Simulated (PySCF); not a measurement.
# C2H5AlN2 (SMILES NC#[C][AlH][NH2]) at 6 levels

Wanted: a comparison of 6 runs (HF/STO-3G, HF/3-21G, HF/def2-SVP, B3LYP/6-31G*, SVWN5/6-31+G*) of C2H5AlN2. The job is set up through a Python script.

The calculation is run with PySCF 2.14.0.

### 1 Starting point

C2H5AlN2 has 10 atoms, charge 0, and is taken as a singlet. SMILES: `NC#[C][AlH][NH2]`. Geometry: relaxed at PBE0-D4/def2-TZVP.

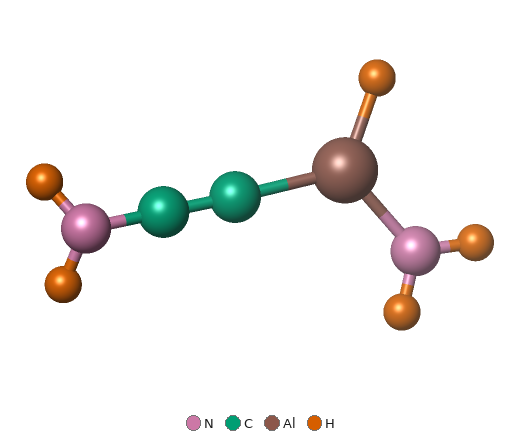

The structure, seen from a chosen angle (nitrogen pink, carbon teal, aluminium brown, hydrogen orange).

### 2 Energy and forces at HF/STO-3G (run 1)

Contents of run.py:

```python
from pyscf import gto

mol = gto.M(
    atom='''
N        1.964400      -0.935300      -2.003300
C        1.077600      -0.681100      -1.041400
C        0.304300      -0.434700      -0.131900
Al      -0.880700      -0.110300       1.294600
N       -1.574600       1.503300       1.485700
H        2.113600      -1.903700      -2.239500
H        1.964400      -0.316100      -2.798400
H       -1.289400      -1.229000       2.333100
H       -2.214400       1.766200       2.217000
H       -1.382000       2.289500       0.887000
''',
    spin=0,
    basis='sto-3g',
    charge=0,
    max_memory=1860,
    verbose=3,
)

calc0 = mol.RHF()
calc0.conv_tol = 1e-10
calc0.kernel()
if not calc0.converged:
    calc0 = calc0.newton().run(calc0.mo_coeff, calc0.mo_occ)

e_tot = calc0.e_tot
print('E = %.10f Eh' % e_tot)
grad = calc0.nuc_grad_method().kernel()
calc0.analyze()
```

Started as:

```console
$ OMP_NUM_THREADS=1 python run.py
```

Output:

```text
converged SCF energy = -424.168277685234
[... 13 lines left out ...]
MO #4   energy= -10.9764171655453  occ= 2
[... 5 lines left out ...]
MO #10  energy= -1.1419118435884   occ= 2
[... 5 lines left out ...]
MO #16  energy= -0.526110882822068 occ= 2
[... 5 lines left out ...]
MO #22  energy= -0.23013020877481  occ= 2
[... 5 lines left out ...]
MO #28  energy= 0.659153515013656  occ= 0
[... 5 lines left out ...]
MO #34  energy= 1.48670562539562   occ= 0
[... 11 lines left out ...]
Dipole moment(X, Y, Z, Debye): -0.50053, -0.10037, -1.01534
```

Wall time 7.9 s (1 thread of Intel Xeon at 2.50GHz (Skylake/Cascade Lake), shared host); peak memory 0.12 GiB.

### 3 Energy and forces at HF/3-21G (run 2)

Contents of mol.xyz:

```xyz
10

N      1.964400    -0.935300    -2.003300
C      1.077600    -0.681100    -1.041400
C      0.304300    -0.434700    -0.131900
Al    -0.880700    -0.110300     1.294600
N     -1.574600     1.503300     1.485700
H      2.113600    -1.903700    -2.239500
H      1.964400    -0.316100    -2.798400
H     -1.289400    -1.229000     2.333100
H     -2.214400     1.766200     2.217000
H     -1.382000     2.289500     0.887000
```

Contents of job.py:

```python
from pyscf import gto

molecule = gto.M(
    atom='mol.xyz',
    verbose=3,
    charge=0,
    basis='3-21g',
    max_memory=1860,
)

mf = molecule.RHF()
mf.conv_tol = 1e-10
mf.kernel()
if not mf.converged:
    mf = mf.newton().run(mf.mo_coeff, mf.mo_occ)

e_tot = mf.e_tot
print('E = %.10f Eh' % e_tot)
grad = mf.nuc_grad_method().kernel()
dip = mf.dip_moment()
pop, q = mf.mulliken_pop()
```

Started as:

```console
$ OMP_NUM_THREADS=1 python job.py
```

Output:

```text
converged SCF energy = -427.097300614371
[... 9 lines left out ...]
Dipole moment(X, Y, Z, Debye):  0.28172,  0.33799, -2.56422
[... 70 lines left out ...]
charge of    9H =      0.32063
```

Run time: 11 s. Hardware: 1 thread of Intel Xeon at 2.50GHz (Skylake/Cascade Lake), shared host; peak memory 0.12 GiB.

### 4 Energy and forces at HF/def2-SVP (run 3)

Contents of input.py:

```python
# NC#[C][AlH][NH2]
from pyscf import gto

mol = gto.Mole()
mol.atom = '''
N    1.964400  -0.935300  -2.003300
C    1.077600  -0.681100  -1.041400
C    0.304300  -0.434700  -0.131900
Al  -0.880700  -0.110300   1.294600
N   -1.574600   1.503300   1.485700
H    2.113600  -1.903700  -2.239500
H    1.964400  -0.316100  -2.798400
H   -1.289400  -1.229000   2.333100
H   -2.214400   1.766200   2.217000
H   -1.382000   2.289500   0.887000
'''
mol.verbose = 4
mol.charge = 0
mol.basis = 'def2-svp'
mol.max_memory = 1860
mol.build()

myscf = mol.RHF()
myscf.conv_tol = 1e-10
myscf.kernel()
if not myscf.converged:
    myscf = myscf.newton().run(myscf.mo_coeff, myscf.mo_occ)

e_final = myscf.e_tot
print(f'total energy: {e_final:.8f} hartree')
grad = myscf.nuc_grad_method().kernel()
myscf.analyze()
```

Started as:

```console
$ OMP_NUM_THREADS=1 python input.py
```

Output:

```text
PySCF version 2.14.0

[... 95 lines left out ...]
MO #4   energy= -11.2647450919584  occ= 2
[... 18 lines left out ...]
MO #23  energy= 0.104660529987182  occ= 0
[... 18 lines left out ...]
MO #42  energy= 0.719521709783102  occ= 0
[... 18 lines left out ...]
MO #61  energy= 1.3046051805135    occ= 0
[... 18 lines left out ...]
MO #80  energy= 2.25787033405692   occ= 0
[... 18 lines left out ...]
MO #99  energy= 3.94474950358365   occ= 0
[... 112 lines left out ...]
Dipole moment(X, Y, Z, Debye):  0.57413,  0.30420, -2.53034
```

Wall time 25 s (1 thread of Intel Xeon at 2.50GHz (Skylake/Cascade Lake), shared host); peak memory 0.21 GiB.

Runs 4 to 5 aren't shown in full; the table further down has their settings and results.

### 5 Energy and forces at SVWN5/6-31+G(d) (spherical functions) (run 6)

Contents of job.py:

```python
import pyscf.grad
from pyscf import gto, dft

molecule = gto.M(
    atom='''
N      3.712178    -1.767461    -3.785688
C      2.036369    -1.287092    -1.967961
C      0.575044    -0.821464    -0.249255
Al    -1.664282    -0.208437     2.446439
N     -2.975563     2.840825     2.807566
H      3.994125    -3.597472    -4.232042
H      3.712178    -0.597342    -5.288210
H     -2.436613    -2.322473     4.408920
H     -4.184610     3.337634     4.189523
H     -2.611602     4.326528     1.676187
''',
    unit='bohr',
    verbose=4,
    max_memory=1860,
    basis='6-31+g*',
    charge=0,
)

mf = dft.RKS(molecule)
mf.xc = 'svwn'
mf.conv_tol = 1e-10
mf.grids.level = 5
mf.kernel()
if not mf.converged:
    mf = mf.newton().run(mf.mo_coeff, mf.mo_occ)

e_final = mf.e_tot
print('Final energy', e_final)
grad = mf.Gradients().kernel()
mf.analyze()
```

Started as:

```console
$ OMP_NUM_THREADS=1 python job.py
```

Output:

```text
PySCF version 2.14.0

[... 115 lines left out ...]
MO #9   energy= -2.50434039997411  occ= 2
[... 18 lines left out ...]
MO #28  energy= 0.0267588614132249 occ= 0
[... 18 lines left out ...]
MO #47  energy= 0.22055943179079   occ= 0
[... 18 lines left out ...]
MO #66  energy= 0.774870251629923  occ= 0
[... 18 lines left out ...]
MO #85  energy= 1.43183095562707   occ= 0
[... 18 lines left out ...]
MO #104 energy= 3.29625125422831   occ= 0
[... 117 lines left out ...]
Dipole moment(X, Y, Z, Debye):  0.75259,  0.27280, -2.72058
```

Wall time 99 s (1 thread of Intel Xeon at 2.50GHz (Skylake/Cascade Lake), shared host); peak memory 0.58 GiB.

### 6 Overview of the runs

| run | level | integration grid | Cartesian functions | energy (Eh) | dipole moment (D) | HOMO energy (eV) | LUMO energy (eV) | wall time |
| --- | --- | --- | --- | --- | --- | --- | --- | --- |
| 1 | HF/STO-3G | – | no | -424.168278 | 1.14 | -6.26 | 9.01 | 7.9 s |
| 2 | HF/3-21G | – | no | -427.097301 | 2.60 | -8.83 | 2.88 | 11 s |
| 3 | HF/def2-SVP | – | no | -429.237717 | 2.61 | -9.05 | 2.85 | 25 s |
| 4 | B3LYP/6-31G* (spherical functions) | 5 | no | -431.127477 | 2.80 | -5.79 | -0.15 | 95 s |
| 5 | B3LYP/6-31G* (Cartesian functions) | 5 | yes | -431.133013 | 2.80 | -5.80 | -0.15 | 1.8 min |
| 6 | SVWN5/6-31+G* (spherical functions) | 5 | no | -428.435555 | 2.84 | -5.37 | -1.22 | 99 s |

### 7 Results

| quantity | value |
| --- | --- |
| run 6: total energy | -428.43556 Eh |
| run 6: dipole moment | 2.84 D |
| run 6: HOMO energy | -5.37 eV |
| run 6: LUMO energy | -1.22 eV |
| run 6: HOMO–LUMO gap | 4.15 eV |
| run 6: largest force on an atom | 1.788 eV/Å |

**Reading.** The dipole moment (its size) runs from 1.14 D (HF/STO-3G) to 2.84 D (SVWN5/6-31+G*). The two ends differ in method and basis. The HOMO–LUMO gap runs from 4.15 eV (SVWN5/6-31+G*) to 15.27 eV (HF/STO-3G). Totals of different functionals can't be ranked against each other. In run 1 the basis is minimal, so the values are rough. All runs together took 5.8 min, the longest 1.8 min.
